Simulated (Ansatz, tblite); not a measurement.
**SiClEt3 (C6H15ClSi): which spin state is lowest**

Is the singlet the ground state of SiClEt3 (C6H15ClSi)? Other spin states are computed and compared level by level.

Computed with Ansatz 0.2.0, Gaussian basis. Level: as each input shows.

The runs, in order: triplet, at the geometry of the singlet (GFN1-xTB, GFN2-xTB, PBE0-D4/def2-TZVP, PBE-D4/def2-TZVP, r2SCAN-D4/def2-TZVP); the singlet's energies come from earlier runs.

2 further runs of the same task are left out: 2 set aside as unsound or not needed. Runs told in other sessions of the task aren't counted.

### Step 1. The geometry

The geometry is that of the singlet, from an earlier relaxation (r2SCAN-D4/def2-SVP).

23 atoms, charge 0, spin multiplicity 1.

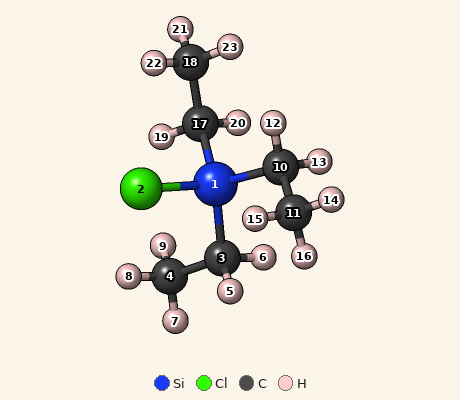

The structure; silicon blue, chlorine green, carbon dark grey, hydrogen pink; atoms are numbered from 1 in the order of the file.

### Step 2. Triplet at the fixed geometry, GFN1-xTB

Tight binding, by tblite at 300 K electronic temperature and without a spin-polarisation term:

```python
tblite.interface.Calculator('GFN1-xTB', numbers, positions, charge=0, uhf=2).singlepoint()
```

Energy -726.1586 eV; 0.078 s.

### Step 3. Triplet at the fixed geometry, GFN2-xTB

Tight binding, by tblite at 300 K electronic temperature and without a spin-polarisation term:

```python
tblite.interface.Calculator('GFN2-xTB', numbers, positions, charge=0, uhf=2).singlepoint()
```

Energy -723.0895 eV; 0.032 s.

### Step 4. Triplet at the fixed geometry, PBE0-D4/def2-TZVP

in.yaml reads:

```yaml
crystal:
  periodic: [false, false, false]
  atoms:
    - {symbol: Si, position_ang: [-0.000332, 0.000174, 0.209363]}
    - {symbol: Cl, position_ang: [-0.007340, -0.018753, 2.317594]}
    - {symbol: C, position_ang: [1.784724, 0.245647, -0.327188]}
    - {symbol: C, position_ang: [2.752850, -0.852257, 0.122560]}
    - {symbol: H, position_ang: [2.116298, 1.227278, 0.057477]}
    - {symbol: H, position_ang: [1.788376, 0.341943, -1.430366]}
    - {symbol: H, position_ang: [3.788807, -0.631562, -0.181037]}
    - {symbol: H, position_ang: [2.742403, -0.962343, 1.218742]}
    - {symbol: H, position_ang: [2.487293, -1.831202, -0.308577]}
    - {symbol: C, position_ang: [-1.097814, 1.428993, -0.327651]}
    - {symbol: C, position_ang: [-0.649196, 2.809493, 0.159961]}
    - {symbol: H, position_ang: [-2.122798, 1.214535, 0.025702]}
    - {symbol: H, position_ang: [-1.153285, 1.404332, -1.433417]}
    - {symbol: H, position_ang: [-1.350577, 3.599780, -0.152520]}
    - {symbol: H, position_ang: [-0.583299, 2.836696, 1.259328]}
    - {symbol: H, position_ang: [0.343824, 3.078580, -0.235379]}
    - {symbol: C, position_ang: [-0.681409, -1.659642, -0.352339]}
    - {symbol: C, position_ang: [-2.107301, -1.966340, 0.114108]}
    - {symbol: H, position_ang: [0.012594, -2.442574, 0.003822]}
    - {symbol: H, position_ang: [-0.617381, -1.686060, -1.457573]}
    - {symbol: H, position_ang: [-2.435564, -2.967071, -0.209734]}
    - {symbol: H, position_ang: [-2.178434, -1.930647, 1.212919]}
    - {symbol: H, position_ang: [-2.832427, -1.239000, -0.285793]}
basis:
  gaussian: {orbitals: def2-TZVP}
magnetization: {spin_polarized: true, initial_magnetization: 2}
hamiltonian: {xc: pbe0, dispersion: d4}
scf: {omitted_lower_state_checks: [starts]}
output: {orbitals: {seedname: orbitals}}
```

On the command line:

```
$ ansatz run in.yaml --threads 4 --pin off --events-out ev --progress --plain --max-ram 4787MiB
```

The program printed:

```text
Functional definition: PBE0
  name "PBE0"
  cite "Adamo & Barone, J. Chem. Phys. 110, 6158 (1999) doi:10.1063/1.478522"
  cite "Perdew, Burke & Ernzerhof, Phys. Rev. Lett. 77, 3865 (1996) doi:10.1103/PhysRevLett.77.3865"
  parent pbe
  parameter a = 0.25
  parameter kappa = 0.804
  parameter beta = 0.06672455060314922
  exchange = (1 - a)*pbe_x(kappa = kappa, mu = beta*pi^2/3) + a*exact_x
  correlation = pbe_c(beta = beta)
these checks for a lower state are left out or cut short: starts
2276 factors; their error is unknown
mean field evaluation 1: about -26822.2290 eV, gradient 7.1e1 eV
mean field evaluation 2: about -26776.0201 eV, gradient 1.1e2 eV
mean field evaluation 4: about -26844.6521 eV, gradient 2.8e1 eV
mean field evaluation 8: about -26849.8374 eV, gradient 2.3e0 eV
mean field evaluation 16: about -26849.9166 eV, gradient 1.1e-1 eV
mean field evaluation 32: about -26849.9544 eV, gradient 1.5e-4 eV
mean field -26849.95440389 eV, -986.7176247901 hartree, gradient 8.8e-6 eV, S^2 2.004645; 0 other end points of the search recorded, 0 dependent functions left out
reference -26849.95445036 eV, -986.7176264979 hartree; 42, 40 occupied and 308, 310 virtual orbitals, 2276 factors
Total energy: -26850.49079040 eV, -986.7373366307 hartree
Checks for a lower state left out: starts
```

It took 4.2 min on 4 threads of Intel Xeon at 2.50GHz, shared host; peak memory 1.9 GiB.

From the report: HOMO -0.69 eV, LUMO -6.35 eV (over both spins; with the spin held, an empty level of the minority spin lies below the top filled one); ⟨S²⟩ 2.005 (pure: 2.00).

### Step 5. Triplet at the fixed geometry, PBE-D4/def2-TZVP

start.molden holds the orbitals of an earlier run on this state, given as this run's starting guess.

Changes to in.yaml since step 4:

```diff
@@ -27,5 +27,5 @@
 basis:
-  gaussian: {orbitals: def2-TZVP}
+  gaussian: {orbitals: def2-TZVP, initial_orbitals: start.molden}
 magnetization: {spin_polarized: true, initial_magnetization: 2}
-hamiltonian: {xc: pbe0, dispersion: d4}
+hamiltonian: {xc: pbe, dispersion: d4}
 scf: {omitted_lower_state_checks: [starts]}
```

Launched as before.

The program printed:

```text
Functional definition: PBE
  name "PBE"
  cite "Perdew, Burke & Ernzerhof, Phys. Rev. Lett. 77, 3865 (1996) doi:10.1103/PhysRevLett.77.3865"
  parent pbe
  parameter kappa = 0.804
  parameter beta = 0.06672455060314922
  exchange = pbe_x(kappa = kappa, mu = beta*pi^2/3)
  correlation = pbe_c(beta = beta)
these checks for a lower state are left out or cut short: starts
2248 factors; their error is unknown
mean field evaluation 1: about -26847.2958 eV, gradient 9.8e0 eV
mean field evaluation 2: about -26847.4860 eV, gradient 3.2e-1 eV
mean field evaluation 4: about -26847.4304 eV, gradient 3.2e-1 eV
mean field evaluation 8: about -26847.4315 eV, gradient 6.2e-4 eV
mean field evaluation 16: about -26847.4315 eV, gradient 3.7e-5 eV
mean field -26847.43148043 eV, -986.6249090631 hartree, gradient 3.1e-6 eV, S^2 2.001760; 0 other end points of the search recorded, 0 dependent functions left out
reference -26847.43154369 eV, -986.6249113879 hartree; 42, 40 occupied and 308, 310 virtual orbitals, 2248 factors
Total energy: -26848.05268287 eV, -986.6477378316 hartree
Checks for a lower state left out: starts
```

It took 56 s on 4 threads of Intel Xeon at 2.50GHz, shared host; peak memory 1.8 GiB.

HOMO -0.33 eV, LUMO -6.98 eV (over both spins; with the spin held, an empty level of the minority spin lies below the top filled one); ⟨S²⟩ 2.002 (pure: 2.00).

### Step 6. Triplet at the fixed geometry, r2SCAN-D4/def2-TZVP

Changes to in.yaml since step 5:

```diff
@@ -29,3 +29,3 @@
 magnetization: {spin_polarized: true, initial_magnetization: 2}
-hamiltonian: {xc: pbe, dispersion: d4}
+hamiltonian: {xc: r2scan, dispersion: d4}
 scf: {omitted_lower_state_checks: [starts]}
```

The command is unchanged.

The program printed (excerpt; [...] marks lines left out):

```text
Functional definition: r2SCAN
  name "r2SCAN"
  cite "Furness, Kaplan, Ning, Perdew & Sun, J. Phys. Chem. Lett. 11, 8208 (2020) doi:10.1021/acs.jpclett.0c02405"
  cite "Furness, Kaplan, Ning, Perdew & Sun, J. Phys. Chem. Lett. 11, 9248 (2020) doi:10.1021/acs.jpclett.0c03077"
  parent r2scan
[...]
2248 factors; their error is unknown
[...]
mean field -26860.04704299 eV, -987.0885224361 hartree, gradient 4.2e-6 eV, S^2 2.005632; 0 other end points of the search recorded, 0 dependent functions left out
reference -26860.04706318 eV, -987.0885231780 hartree; 42, 40 occupied and 308, 310 virtual orbitals, 2248 factors
Total energy: -26860.22006162 eV, -987.0948807533 hartree
Checks for a lower state left out: starts
```

Run time: 94 s. Hardware: 4 threads of Intel Xeon at 2.50GHz, shared host; peak memory 2 GiB.

From the report: HOMO -0.07 eV, LUMO -6.83 eV (over both spins; with the spin held, an empty level of the minority spin lies below the top filled one); ⟨S²⟩ 2.006 (pure: 2.00).

### Step 7. Triplet less singlet, vertical

The singlet's energies are those of its earlier runs, whose logs aren't repeated here.

```
              level  triplet less singlet, vertical (kJ/mol)     time
           GFN1-xTB                                   +687.1   0.13 s
           GFN2-xTB                                   +594.4   0.06 s
   PBE-D4/def2-TZVP                                   +650.7     65 s
r2SCAN-D4/def2-TZVP                                   +693.3  1.8 min
  PBE0-D4/def2-TZVP                                   +716.1  4.7 min
```

Times add the two runs; a level without a time comes out of a correlated run. Tight binding without a spin term can't rank spin states.

### Step 8. Summary of results

| quantity | value |
| --- | --- |
| triplet less singlet, vertical, functionals in def2-TZVP | +650.7 (PBE-D4) to +716.1 kJ/mol (PBE0-D4) |

What this shows: All functionals put the triplet above the singlet, over a spread of 65.4 kJ/mol. The checks for a lower triplet were left out, so another state of that spin may lie lower. These are electronic energies, without zero-point motion, entropy or surroundings.
